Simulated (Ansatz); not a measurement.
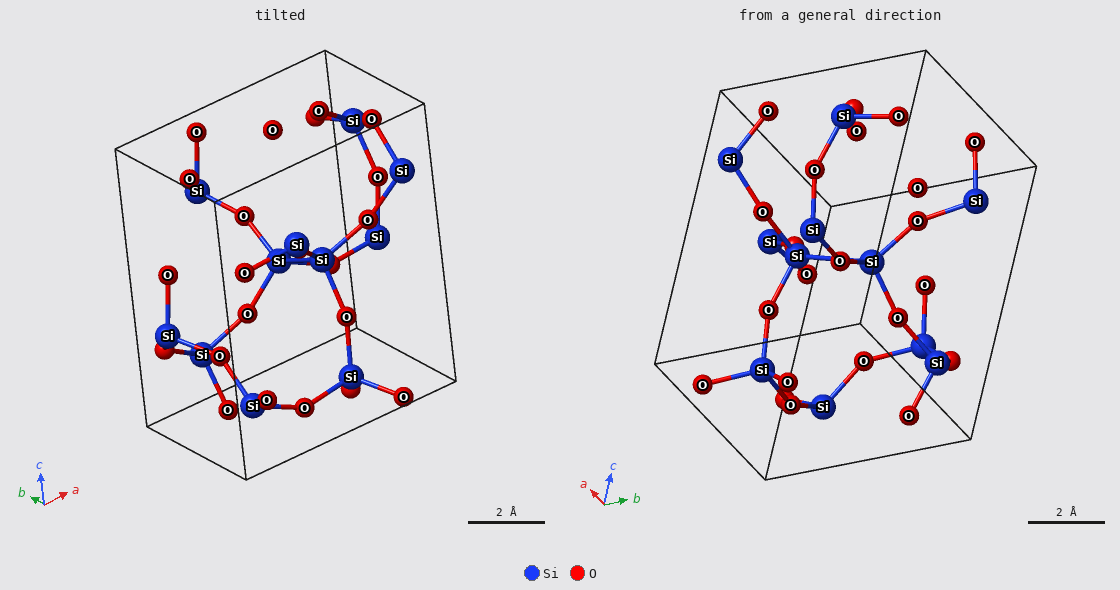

A ball-and-stick rendering, viewed slightly off an axis and from a general direction. The lines enclose the supercell; boundary atoms appear with their images. The host is SiO2, in a cell of 27 sites, and the cell is neutral.

What imperfection does the supercell contain?

Answer. An oxygen vacancy. Around the empty site lie two Si at about 1.2 to 1.4 Å.

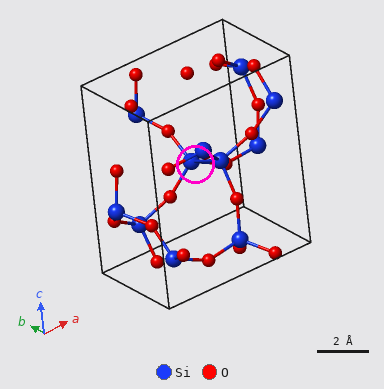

The same cell with a ring at the defect's site.

The atoms were relaxed in the host's cell with DFT PBE, scalar-relativistic, plane waves, PAW in Ansatz 0.2.0.
